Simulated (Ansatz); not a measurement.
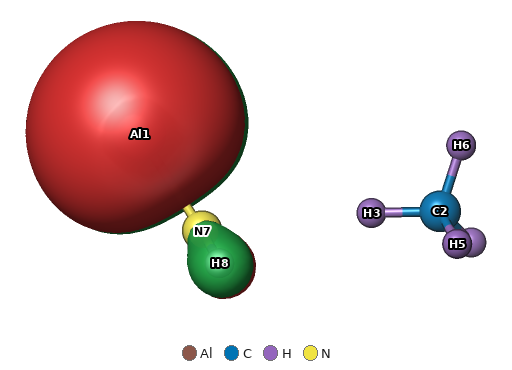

Figure. AlH$_{2}$N···CH$_{4}$. One frontier orbital at ±0.08 Å⁻³ᐟ² (green and red are the two phases), seen across its widest extent.

The calculation used RKS PBE/cc-pVDZ (Ansatz 0.2.0).

The calculation's input:

```
crystal:
  periodic: [false, false, false]
  atoms:
    - { symbol: Al, position_ang: [0.239868, 0.757585, -1.304349] }
    - { symbol: C, position_ang: [1.304308, -0.167005, 1.540552] }
    - { symbol: H, position_ang: [0.359582, -0.738205, 1.571568] }
    - { symbol: H, position_ang: [1.92842, -0.448164, 2.410237] }
    - { symbol: H, position_ang: [1.095295, 0.91834, 1.579602] }
    - { symbol: H, position_ang: [1.855718, -0.405414, 0.608528] }
    - { symbol: "N", position_ang: [-1.401254, 0.149551, -0.740662] }
    - { symbol: H, position_ang: [-1.696191, -0.18395, 0.183671] }
    - { symbol: H, position_ang: [-2.221045, 0.117261, -1.363149] }
basis:
  gaussian: { orbitals: cc-pVDZ }
hamiltonian:
  xc: pbe
relax:
  f_tol: 0.03
  max_steps: 50
output:
  orbitals: {}
```

Launched as:

```sh
ansatz run input.yaml --threads 1 --pin off --max-ram 2048MiB --backend cpu --events-out ev --progress --plain --runs-dir out
```

The fields are those of the run's last geometry, not of the input's.

**Which orbital is it: HOMO or LUMO?**

The LUMO, at −2.01 eV. It lies mainly on Al1 (about 90 %).
